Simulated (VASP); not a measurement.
Band structure of BaS (rock salt). Calculation: LDA (Ceperley-Alder, Perdew-Zunger), VASP's LDA PAW potentials (set 64) (plane waves; VASP).

Unless said otherwise, spin-orbit coupling is left out, though it shifts the bands of the heavy elements here.

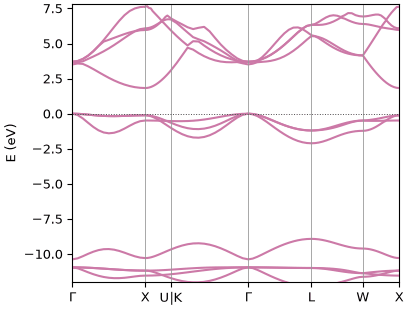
*Bands along high-symmetry lines, zero at the valence-band maximum or, without a gap, the Fermi level*

### Question
Read the plot: is there a gap, and where are the band edges?

### Answer
The gap is indirect, 1.83 eV, from the valence maximum at Γ to the conduction minimum at X. (Edges off the drawn lines would not show.)

The compound is BaS in the rock salt structure. It was relaxed first.
